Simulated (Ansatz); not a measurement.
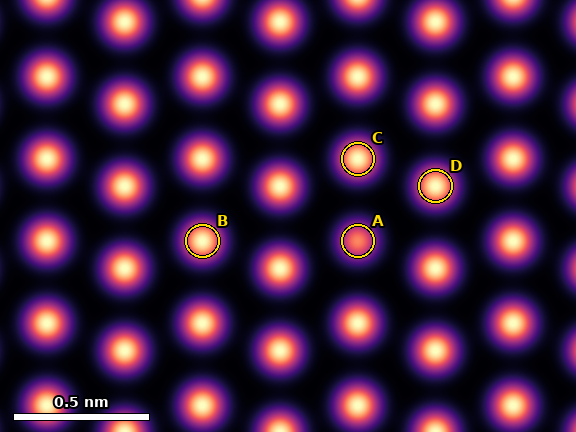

HAADF-like image of Tm (P6_3/mmc, No. 194) along [100]. Simulation: incoherent imaging, intensity Z^1.7 per atom, probe width 1.30 Å, thin sample. The probe carries 15 % of its weight in a tail 2.5 times as wide.

The sample is 4 repeats (14.1 Å) thick. One point defect was put into the perfect crystal, without relaxing the atoms around it. Brightness is counted from the darkest point of the image. Host structure: the geometry given to an electronic-structure calculation, possibly off equilibrium.

### Which ringed column holds the defect, and does it scatter more or less than its equals?

A; it scatters less. The column holds 4 atoms (Tm) through the sample, and one Tm atom is missing, so its peak drops to about 75 % of that of its equals.
